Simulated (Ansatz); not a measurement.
## How fast states decay through Ca3CdTe2O2

A new crystal, Ca3CdTe2O2: structure, gap and complex bands. It is built by putting Te for part of the O in the Ca3CdO4 structure of space group Cmmm, with the volume rescaled by atomic radii. The parent structure comes from the Materials Project.

Main program and level: Ansatz 0.2.0; PBE DFT, plane waves, PAW files, in the first sound run; inputs show where later runs differ.

The structure was built from a prototype and need not be the compound's stable phase.

### 1. The structure

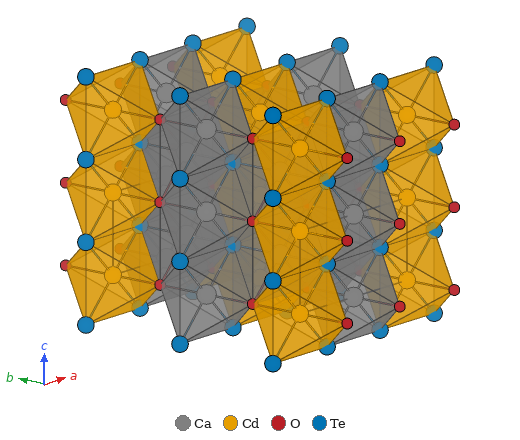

Start, viewed from a free direction; calcium grey, cadmium orange, oxygen red, tellurium blue. 1×1×2 cells are drawn. This picture shows the conventional cell, with its axes. Some periodic images of atoms are drawn too.

Coordinates:

```cif
data_structure
_symmetry_space_group_name_H-M 'Cmmm'
_symmetry_Int_Tables_number 65
_cell_length_a 7.2426
_cell_length_b 10.2798
_cell_length_c 3.6483
_cell_angle_alpha 90.000
_cell_angle_beta 90.000
_cell_angle_gamma 90.000
_cell_volume 271.63
loop_
_atom_site_label
_atom_site_type_symbol
_atom_site_symmetry_multiplicity
_atom_site_Wyckoff_symbol
_atom_site_fract_x
_atom_site_fract_y
_atom_site_fract_z
_atom_site_occupancy
Ca1 Ca 2 b 0.50000 0.00000 0.00000 1
Ca2 Ca 4 f 0.25000 0.75000 0.50000 1
Cd1 Cd 2 a 0.00000 0.00000 0.00000 1
O1 O 4 i 0.50000 0.24740 0.00000 1
Te1 Te 4 h 0.25271 0.00000 0.50000 1
```

### 2. Relaxing the new crystal

The substituted atoms don't fit the parent's cell, so cell and atoms relax together. A small smearing keeps the run stable in case the gap closes on the way.

input.yaml

```yaml
crystal:
  lattice:
    - [3.6213184293, -5.1398857195, 0.0]
    - [3.6213184293, 5.1398857195, 0.0]
    - [0.0, 0.0, 3.6483213901]
  atoms:
    - { symbol: Ca, position: [0.5, 0.5, 0.0] }
    - { symbol: Ca, position: [0.5, 0.0, 0.5] }
    - { symbol: Ca, position: [0.0, 0.5, 0.5] }
    - { symbol: Cd, position: [0.0, 0.0, 0.0] }
    - { symbol: O, position: [0.25259742, 0.74740258, 0.0] }
    - { symbol: Te, position: [0.25270534, 0.25270534, 0.5] }
    - { symbol: Te, position: [0.74729466, 0.74729466, 0.5] }
    - { symbol: O, position: [0.74740258, 0.25259742, 0.0] }
kpoints:
  mp_grid: { grid: [4, 4, 6] }
scf:
  occupations: { method: gaussian, width: 0.03 }
hamiltonian:
  xc: pbe
output:
  forces: true
  stress: true
relax:
  f_tol: 0.02
  max_steps: 60
  cell: {}
```

Run with:

```sh
$ ansatz run input.yaml --threads 2 --pin off --max-ram 4096MiB --backend cpu --events-out ev --progress --plain --runs-dir out
```

Numbers of over 12 decimals in the logs are rounded to 6 here.

Output:

```text
Engine: ansatz 0.2.0, aarch64-unknown-linux-gnu
Pseudopotentials: kind: paw
Pseudopotential: Ca, paw, valence charge 10, recommended cutoff 420 eV (normal), Ca.paw.azcp
Pseudopotential: Cd, paw, valence charge 20, recommended cutoff 420 eV (normal), Cd.paw.azcp
Pseudopotential: O, paw, valence charge 6, recommended cutoff 420 eV (normal), O.paw.azcp
Pseudopotential: Te, paw, valence charge 16, recommended cutoff 420 eV (normal), Te.paw.azcp
Functional definition: PBE
  parameter kappa = 0.804
  parameter beta = 0.066725
  exchange = pbe_x(kappa = kappa, mu = beta*pi^2/3)
  correlation = pbe_c(beta = beta)
Crystal: 8 atoms, lattice volume = 135.814 Å³
Basis set: ecut = 420 eV, 2613 PW (Γ), exchange–correlation on 90×90×50 points (8 copies of the dense FFT grid, shifted against one another)
Bands: 57, of which v1, the nominal top of the filled ones, is band 47 counted from 1 (46 counted from 0)
Symmetry: 8 space group operations
Space group: Cmmm (ITA 65), of the structure as read, at distance tolerance 5.1e-5 Å
k-points: 28 of 96
Non-local potential: Ca, projectors of the file, l = 0: 3, l = 1: 2, l = 2: 2
Non-local potential: Cd, projectors of the file, l = 0: 3, l = 1: 2, l = 2: 2, l = 3: 1
Non-local potential: O, projectors of the file, l = 0: 2, l = 1: 2, l = 2: 1
Non-local potential: Te, projectors of the file, l = 0: 2, l = 1: 2, l = 2: 2, l = 3: 2
PAW form: soft (Blöchl's): semilocal exchange-correlation on the pseudo side does not see the compensation charge
PAW one-centre angular grid: Ca, 110 points (default); XC on 64 Gauss nodes
PAW one-centre angular grid: Cd, 590 points (default); XC on 64 Gauss nodes
PAW one-centre angular grid: O, 110 points (default); XC on 64 Gauss nodes
PAW one-centre angular grid: Te, 590 points (default); XC on 64 Gauss nodes
Initial density: superposition of atomic densities (neutral atoms: chi_scale 0, normalization atom), corrected by the library's trained network
Initial wavefunctions: pseudopotential atomic-orbital guess
Functional: x = pbe(κ = 0.804, μ = 0.219515), c = pbe(β = 0.066725)
SCF iter   1: F=—  HF=-28799.922386 eV  |F-HF|=—  |Δ(HF+E_count)|=         —  Δρ=2.78e-3  dr2=9.62e-3  ethr=1.77e-3  ⟨swp⟩=10.0  Hψ=7650  notcnv=0  defer=10
preconditioner: auto → Resta (q_TF=auto, 2.566 Å⁻¹)  ε∞=3.8  [insulator: Δε(μ)=0.973 eV  Ē_g=14.773 eV  σ=0.030 eV  W_gap=1.00  n_scr=36 (ndim 8)  ℏωp=24.7 eV  f_vac=0.000  D(μ)=0.00/eV (n_scr^D=0)  ε∞_Penn≈3.8]
SCF iter   2: F=—  HF=-28799.921648 eV  |F-HF|=—  |Δ(HF+E_count)|=   7.38e-4  Δρ=1.54e-3  dr2=3.88e-3  ethr=1.02e-5  ⟨swp⟩=2.1  Hψ=2835  notcnv=0  defer=90
SCF iter   3: F=—  HF=-28799.921127 eV  |F-HF|=—  |Δ(HF+E_count)|=   5.21e-4  Δρ=6.18e-4  dr2=4.72e-4  ethr=4.13e-6  ⟨swp⟩=2.0  Hψ=2066  notcnv=0  defer=90
SCF iter   4: F=—  HF=-28799.921110 eV  |F-HF|=—  |Δ(HF+E_count)|=   1.62e-5  Δρ=1.62e-4  dr2=7.10e-5  ethr=5.03e-7  ⟨swp⟩=2.1  Hψ=2322  notcnv=0  defer=90
SCF iter   5: F=—  HF=-28799.921096 eV  |F-HF|=—  |Δ(HF+E_count)|=   1.45e-5  Δρ=6.01e-5  dr2=8.81e-6  ethr=7.55e-8  ⟨swp⟩=2.0  Hψ=1832  notcnv=0  defer=90
SCF iter   6: F=—  HF=-28799.921095 eV  |F-HF|=—  |Δ(HF+E_count)|=   1.17e-6  Δρ=2.08e-5  dr2=1.24e-6  ethr=9.37e-9  ⟨swp⟩=2.0  Hψ=1957  notcnv=0  defer=90
SCF iter   7: F=—  HF=-28799.921095 eV  |F-HF|=—  |Δ(HF+E_count)|=   2.57e-7  Δρ=6.52e-6  dr2=1.28e-7  ethr=1.32e-9  ⟨swp⟩=2.0  Hψ=2634  notcnv=0  defer=90
SCF iter   8: F=-28799.921095 eV  HF=-28799.921095 eV  |F-HF|=3.13e-9  |Δ(HF+E_count)|=   2.33e-8  Δρ=1.69e-6  dr2=4.19e-9  ethr=1.06e-10  ⟨swp⟩=4.9  Hψ=5310  notcnv=0
SCF 1 converged in 8 iterations: F = -28799.921095 eV  dr2 = 4.19e-9
  greatest PAW one-centre occupation: 1.000 electrons in one spin orbital (limit 2), on the Cd atom at site 3 (counted from 0), in its partial waves of l = 0
relax step   1: F+E_penalty+E_count = -28799.92109453 eV  Δ(F+E_penalty+E_count) = +0.000e0 eV  max|allowed force component| = 1.262e0 eV/Å  Δτ_max = 0.0000 Å  P = +39.361 GPa  Ω = 135.814 Å³  (8 SCF iters, dr2 threshold 1.00e-7 eV, accepted)
Crystal: 8 atoms, lattice volume = 153.798 Å³
Basis set: ecut = 420 eV, 3003 PW (Γ), exchange–correlation on 90×90×50 points (8 copies of the dense FFT grid, shifted against one another)
Initial density: handed on by an earlier stage of this run
Initial wavefunctions: those handed on with the density
iter 1 solved again at ethr=8.46e-4 eV; its pass at ethr=3.10e-3 eV (dr2=7.95e-1 eV) is discarded
SCF iter   1: F=—  HF=-28803.413763 eV  |F-HF|=—  |Δ(HF+E_count)|=         —  Δρ=1.28e-2  dr2=7.96e-1  ethr=8.46e-4  ⟨swp⟩=1.8  Hψ=8921  notcnv=0
preconditioner: auto → Resta (q_TF=auto, 2.513 Å⁻¹)  ε∞=3.5  [insulator: Δε(μ)=0.998 eV  Ē_g=14.646 eV  σ=0.030 eV  W_gap=1.00  n_scr=36 (ndim 8)  ℏωp=23.2 eV  f_vac=0.009  D(μ)=0.00/eV (n_scr^D=0)  ε∞_Penn≈3.5]
SCF iter   2: F=—  HF=-28803.246405 eV  |F-HF|=—  |Δ(HF+E_count)|=   1.67e-1  Δρ=4.49e-3  dr2=7.84e-2  ethr=8.46e-4  ⟨swp⟩=3.5  Hψ=2701  notcnv=0  defer=18
SCF iter   3: F=—  HF=-28803.227538 eV  |F-HF|=—  |Δ(HF+E_count)|=   1.89e-2  Δρ=1.79e-3  dr2=7.65e-3  ethr=8.34e-5  ⟨swp⟩=3.6  Hψ=2407  notcnv=0  defer=68
SCF iter   4: F=—  HF=-28803.226590 eV  |F-HF|=—  |Δ(HF+E_count)|=   9.48e-4  Δρ=5.11e-4  dr2=4.96e-4  ethr=8.14e-6  ⟨swp⟩=2.0  Hψ=2205  notcnv=0  defer=92
SCF iter   5: F=—  HF=-28803.226859 eV  |F-HF|=—  |Δ(HF+E_count)|=   2.70e-4  Δρ=1.90e-4  dr2=4.33e-5  ethr=5.28e-7  ⟨swp⟩=2.0  Hψ=2796  notcnv=0  defer=93
SCF iter   6: F=—  HF=-28803.226875 eV  |F-HF|=—  |Δ(HF+E_count)|=   1.56e-5  Δρ=5.87e-5  dr2=5.06e-6  ethr=4.61e-8  ⟨swp⟩=2.0  Hψ=2786  notcnv=0  defer=93
SCF iter   7: F=-28803.226877 eV  HF=-28803.226877 eV  |F-HF|=8.27e-8  |Δ(HF+E_count)|=   1.90e-6  Δρ=1.55e-5  dr2=3.78e-7  ethr=8.51e-10  ⟨swp⟩=5.0  Hψ=5829  notcnv=0
SCF 2 converged in 7 iterations: F = -28803.226877 eV  dr2 = 3.78e-7
relax step   2: F+E_penalty+E_count = -28803.22687676 eV  Δ(F+E_penalty+E_count) = -3.306e0 eV  max|allowed force component| = 7.393e-1 eV/Å  Δτ_max = 0.0362 Å  P = +19.257 GPa  Ω = 153.798 Å³  energy of the carried Pulay correction = -2.196e-2 eV  (7 SCF iters, dr2 threshold 8.00e-7 eV, accepted)
Crystal: 8 atoms, lattice volume = 172.733 Å³
Basis set: ecut = 420 eV, 3387 PW (Γ), exchange–correlation on 90×90×50 points (8 copies of the dense FFT grid, shifted against one another)
iter 1 solved again at ethr=7.87e-4 eV; its pass at ethr=3.10e-3 eV (dr2=7.39e-1 eV) is discarded
SCF iter   1: F=—  HF=-28804.979909 eV  |F-HF|=—  |Δ(HF+E_count)|=         —  Δρ=1.27e-2  dr2=7.44e-1  ethr=7.87e-4  ⟨swp⟩=2.0  Hψ=8882  notcnv=0
[...]
[... from here on, the SCF cycles and remarks between the steps are left out ...]
relax step   4: F+E_penalty+E_count = -28805.21617834 eV  Δ(F+E_penalty+E_count) = -4.085e-1 eV  max|allowed force component| = 2.349e-1 eV/Å  Δτ_max = 0.1552 Å  P = +1.094 GPa  Ω = 185.117 Å³  energy of the carried Pulay correction = -5.437e-2 eV  (8 SCF iters, dr2 threshold 8.00e-7 eV, accepted)
relax step   5: F+E_penalty+E_count = -28805.26599148 eV  Δ(F+E_penalty+E_count) = -4.981e-2 eV  max|allowed force component| = 1.562e-1 eV/Å  Δτ_max = 0.1352 Å  P = -0.012 GPa  Ω = 189.161 Å³  energy of the carried Pulay correction = -5.811e-2 eV  (7 SCF iters, dr2 threshold 8.00e-7 eV, accepted)
relax step   6: F+E_penalty+E_count = -28805.26749058 eV  Δ(F+E_penalty+E_count) = -1.499e-3 eV  max|allowed force component| = 6.210e-3 eV/Å  Δτ_max = 0.0094 Å  P = -0.089 GPa  Ω = 189.331 Å³  energy of the carried Pulay correction = -5.827e-2 eV  (6 SCF iters, dr2 threshold 8.00e-7 eV, accepted)
relax step   7: F+E_penalty+E_count = -28805.26995243 eV  Δ(F+E_penalty+E_count) = -2.462e-3 eV  max|allowed force component| = 2.597e-2 eV/Å  Δτ_max = 0.0046 Å  P = +0.063 GPa  Ω = 189.098 Å³  energy of the carried Pulay correction = -5.806e-2 eV  (6 SCF iters, dr2 threshold 4.19e-7 eV, accepted)
relax step   8: F+E_penalty+E_count = -28805.26993478 eV  Δ(F+E_penalty+E_count) = +1.765e-5 eV  max|allowed force component| = 6.336e-4 eV/Å  Δτ_max = 0.0021 Å  P = -0.007 GPa  Ω = 189.231 Å³  energy of the carried Pulay correction = -5.818e-2 eV  (5 SCF iters, dr2 threshold 4.22e-8 eV, accepted)
relax step   9: F+E_penalty+E_count = -28805.58286158 eV  Δ(F+E_penalty+E_count) = -3.129e-1 eV  max|allowed force component| = 5.273e-3 eV/Å  Δτ_max = 0.0000 Å  P = +2.034 GPa  Ω = 189.231 Å³  stress off target by 2.51e0 GPa  SCF on the basis re-selected at this cell (its energy is not comparable with the rows above)  (9 SCF iters)
relax step  10: F+E_penalty+E_count = -28805.62275260 eV  Δ(F+E_penalty+E_count) = -3.989e-2 eV  max|allowed force component| = 1.657e-2 eV/Å  Δτ_max = 0.0240 Å  P = +0.348 GPa  Ω = 195.396 Å³  energy of the carried Pulay correction = -6.370e-3 eV  (7 SCF iters, dr2 threshold 8.00e-7 eV, accepted)
relax step  11: F+E_penalty+E_count = -28805.62240479 eV  Δ(F+E_penalty+E_count) = +3.478e-4 eV  max|allowed force component| = 1.246e-2 eV/Å  Δτ_max = 0.0075 Å  P = -0.046 GPa  Ω = 196.971 Å³  energy of the carried Pulay correction = -8.248e-3 eV  (6 SCF iters, dr2 threshold 4.57e-7 eV, accepted)
relax step  12: F+E_penalty+E_count = -28805.62267866 eV  Δ(F+E_penalty+E_count) = -2.739e-4 eV  max|allowed force component| = 5.271e-4 eV/Å  Δτ_max = 0.0014 Å  P = -0.000 GPa  Ω = 196.791 Å³  energy of the carried Pulay correction = -8.028e-3 eV  (6 SCF iters, dr2 threshold 1.46e-8 eV, accepted)
Basis set: ecut = 420 eV, 3835 PW (Γ), exchange–correlation on 100×100×60 points (8 copies of the dense FFT grid, shifted against one another)
iter 1 solved again at ethr=6.81e-7 eV; its pass at ethr=3.10e-3 eV (dr2=6.40e-4 eV) is discarded
SCF iter   1: F=—  HF=-28805.629688 eV  |F-HF|=—  |Δ(HF+E_count)|=         —  Δρ=2.58e-4  dr2=1.51e-5  ethr=6.81e-7  ⟨swp⟩=3.6  Hψ=12215  notcnv=0
preconditioner: auto → Resta (q_TF=auto, 2.412 Å⁻¹)  ε∞=4.4  [insulator: Δε(μ)=0.946 eV  Ē_g=9.252 eV  σ=0.030 eV  W_gap=1.00  n_scr=48 (ndim 8)  ℏωp=17.2 eV  f_vac=0.018  D(μ)=0.00/eV (n_scr^D=0)  ε∞_Penn≈4.4]
SCF iter   2: F=—  HF=-28805.630660 eV  |F-HF|=—  |Δ(HF+E_count)|=   9.72e-4  Δρ=1.38e-4  dr2=1.35e-5  ethr=1.60e-8  ⟨swp⟩=2.0  Hψ=2188  notcnv=0
SCF iter   3: F=—  HF=-28805.630855 eV  |F-HF|=—  |Δ(HF+E_count)|=   1.95e-4  Δρ=8.24e-5  dr2=1.30e-6  ethr=1.44e-8  ⟨swp⟩=2.0  Hψ=2182  notcnv=0
SCF iter   4: F=—  HF=-28805.630808 eV  |F-HF|=—  |Δ(HF+E_count)|=   4.69e-5  Δρ=2.96e-5  dr2=1.85e-7  ethr=1.39e-9  ⟨swp⟩=2.0  Hψ=2182  notcnv=0
SCF iter   5: F=—  HF=-28805.630824 eV  |F-HF|=—  |Δ(HF+E_count)|=   1.61e-5  Δρ=5.77e-6  dr2=1.54e-8  ethr=1.97e-10  ⟨swp⟩=2.0  Hψ=2182  notcnv=0
SCF iter   6: F=—  HF=-28805.630825 eV  |F-HF|=—  |Δ(HF+E_count)|=   4.77e-7  Δρ=6.33e-7  dr2=2.36e-10  ethr=1.64e-11  ⟨swp⟩=2.0  Hψ=2192  notcnv=0
SCF iter   7: F=-28805.630825 eV  HF=-28805.630825 eV  |F-HF|=1.09e-11  |Δ(HF+E_count)|=   4.13e-9  Δρ=6.92e-8  dr2=1.67e-11  ethr=1.00e-12  ⟨swp⟩=5.0  Hψ=5541  notcnv=0
SCF 13 converged in 7 iterations: F = -28805.630825 eV  dr2 = 1.67e-11
relax step  13: F+E_penalty+E_count = -28805.63082457 eV  Δ(F+E_penalty+E_count) = -8.146e-3 eV  max|allowed force component| = 6.639e-4 eV/Å  Δτ_max = 0.0000 Å  P = +0.007 GPa  Ω = 196.791 Å³  stress off target by 1.17e-2 GPa  SCF on the basis re-selected at this cell (its energy is not comparable with the rows above)  (7 SCF iters)
basis re-selected at this cell: Δ(F+E_penalty+E_count) = -8.146e-3 eV, ΔP = +0.007 GPa vs the last step (what re-selecting the basis moved, of the pressure what is left beyond the Pulay correction that the steps carried, after the strain that the cell walked since its last selection, with what the two solves' SCF thresholds leave and, on support functions, any second-order correction that the steps lacked; it is no measure of the basis error at this ecutwfc). The dense FFT grid was sized anew with the basis: this SCF ran on 50×50×30 points, the steps before it on 48×48×27, so part of this shift can come from that change (see relax.cell in the input reference). [rest of the remark cut]
SCF converged after 7 iterations
Free energy (F): -28805.630825 eV
Harris-Foulkes:  -28805.630825 eV  (|F-HF|=1.09e-11)
Internal energy: -28805.630825 eV  (E = F + TS)
E sigma→0 (E₀):  -28805.630825 eV
Fermi energy:    7.945919 eV
--- Per-component energies (eV) ---
  E_band       = -1465.197686
  E_kinetic    = 2044.778780
  E_local      = -9944.892319  (includes V_loc(G=0)·N_el)
  E_nonlocal   = -299.926377
  E_hartree    = 4716.714840
  E_xc         = -986.969355
  E_vxc        = -1134.751562  (∫ρ·V_xc dr)
  E_paw        = -16297.737002  (= ΣΔE_a)
  E_vpaw       = -1563.840187  (= ΣTr[D̂ρ^β])
  E_aug_tail   = 0.004277  (compensation charges beyond the density's cutoff)
  E_ewald      = -8037.603669
  E_smearing   = -0.000000  (= −TS)
  E_closure    = 0.000000  (closes the sum)
  Σ components = -28805.630825   (vs F -28805.630825, Δ=0.00e0)
--- Forces (eV/Å), atoms counted from 1 ---
  atom   1  Ca    -0.00000000     0.00000000     0.00000000
  atom   2  Ca     0.00000000    -0.00000000     0.00000000
  atom   3  Ca    -0.00000000     0.00000000     0.00000000
  atom   4  Cd     0.00000000     0.00000000     0.00000000
  atom   5  O     -0.00000000    -0.00066390     0.00000000
  atom   6  Te     0.00015564    -0.00000000     0.00000000
  atom   7  Te    -0.00015564     0.00000000    -0.00000000
  atom   8  O      0.00000000     0.00066390    -0.00000000
  max |Σ_I F_I| component: 8.67e-19 eV/Å
--- Stress (GPa, compression-positive) ---
        0.009193      -0.000000       0.000000
       -0.000000       0.011651      -0.000000
        0.000000      -0.000000       0.000357
  P = ⅓ Tr σ = 0.0071 GPa (0.071 kbar)
--- Relaxed structure (11 steps of the walk, 11 accepted, 2 SCFs on fresh bases) ---
  F+E_penalty+E_count = -28805.63082457 eV   max|allowed force component| = 6.639e-4 eV/Å   (the final SCF, on the basis selected at the relaxed cell)
  cell:  # Å, volume = 196.7909 Å³
    - [4.054232, -5.962156, -7.867328515293936e-17]
    - [4.054232, 5.962156, 7.867328515293936e-17]
    - [0, 5.584276474552177e-17, 4.070643]
  atoms:
    - { symbol: Ca, position: [0.500000, 0.500000, 0] }
    - { symbol: Ca, position: [0.5, -3.0097126301614157e-17, 0.5] }
    - { symbol: Ca, position: [-2.541402492964367e-17, 0.5, 0.5] }
    - { symbol: Cd, position: [0, 0, 0] }
    - { symbol: O, position: [0.292382, 0.707618, -6.2227336013336205e-18] }
    - { symbol: Te, position: [0.232692, 0.232692, 0.5] }
    - { symbol: Te, position: [0.767308, 0.767308, 0.5] }
    - { symbol: O, position: [0.707618, 0.292382, 6.22273360133362e-18] }
```

The job ended after 81 s (2 threads of Arm Neoverse V2, shared host; peak memory 0.62 GiB; 2.7 min of CPU time).

The steps of the relaxation:

| step | energy less that of the first step (eV) | largest force component (eV/Å) | pressure (GPa) | volume (Å³) |
| --- | --- | --- | --- | --- |
| 1 | 0.0000 | 1.2616 | 39.36 | 135.81 |
| 2 | -3.3058 | 0.7393 | 19.26 | 153.80 |
| 3 | -4.8866 | 0.3883 | 6.58 | 172.73 |
| 4 | -5.2951 | 0.2349 | 1.09 | 185.12 |
| 5 | -5.3449 | 0.1562 | -0.01 | 189.16 |
| 6 | -5.3464 | 0.0062 | -0.09 | 189.33 |
| 7 | -5.3489 | 0.0260 | 0.06 | 189.10 |
| 8 | -5.3488 | 0.0006 | -0.01 | 189.23 |
| 9* | -5.6618 | 0.0053 | 2.03 | 189.23 |
| 10 | -5.7017 | 0.0166 | 0.35 | 195.40 |
| 11 | -5.7013 | 0.0125 | -0.05 | 196.97 |
| 12 | -5.7016 | 0.0005 | 0.00 | 196.79 |
| 13* | -5.7097 | 0.0007 | 0.01 | 196.79 |

Relaxation steps marked * repeat the geometry before them on a plane-wave basis chosen anew for their cell, so energy and pressure can jump there.

The run keeps the 8 symmetry operations that it works with, so distortions that break them were not tested.

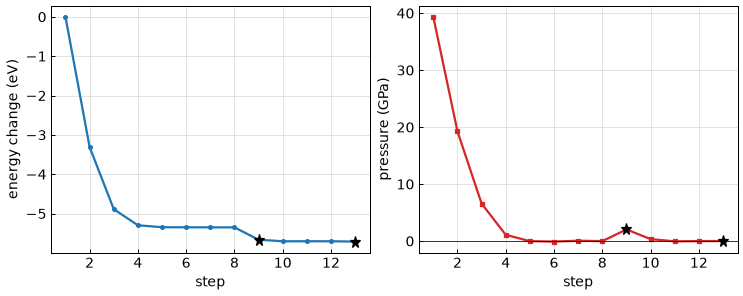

Energy and pressure along the relaxation. Stars mark steps on a basis chosen anew.

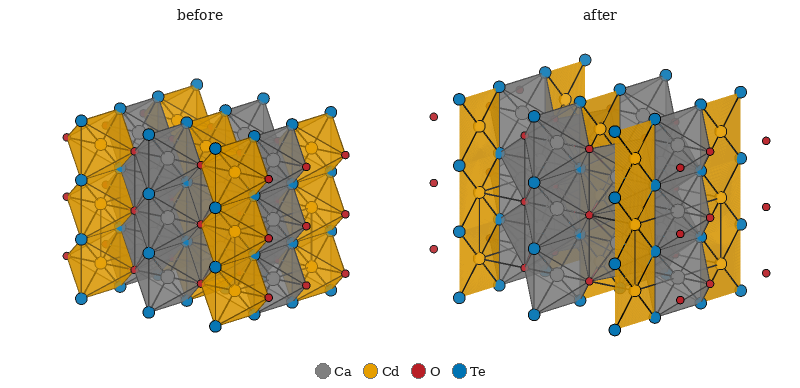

The structure before and after the relaxation, drawn at the same scale. Bonds to atoms that aren't drawn are left out.

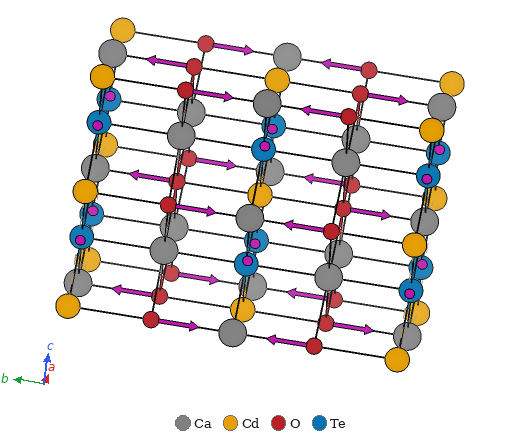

Displacements in the relaxation, exaggerated, measured against the changing cell; the longest in the cell stands for 0.47 Å. 1×1×2 conventional cells are drawn. Some periodic images of atoms are drawn too.

| cell as run | before | after | change |
| --- | --- | --- | --- |
| a (Å) | 6.287 | 7.210 | +14.7 % |
| b (Å) | 6.287 | 7.210 | +14.7 % |
| c (Å) | 3.648 | 4.071 | +11.6 % |
| γ (°) | 109.67 | 111.57 | +1.7 % |
| volume (Å³/atom) | 16.98 | 24.60 | +44.9 % |

The atoms that moved most (Å, as changes of fractional coordinates times the final cell):

| atom | dx | dy | dz | length |
| --- | --- | --- | --- | --- |
| O5 | 0.000 | -0.474 | 0.000 | 0.474 |
| O8 | 0.000 | 0.474 | 0.000 | 0.474 |
| Te6 | -0.162 | 0.000 | 0.000 | 0.162 |
| Te7 | 0.162 | 0.000 | 0.000 | 0.162 |

Numbers from this step:

```
free energy  : -28805.6308 eV
Fermi energy : 7.946 eV
pressure     : 0.007067 GPa
```

The largest force component on a free atom ends at 6.6e-4 eV/Å.

[end of part 1 of 3]

[Logs are printed without paths, hosts, clocks, repeated set-up lines and the standing remarks that a program may print on its own settings, such as how far it seeks lower states.]

[Hosts, paths, dates, database ids (printed as entryN), source tags and the programs' standing remarks are cut or masked in the printed files.]

[New means built here by substitution; the compound itself may be known and measured.]
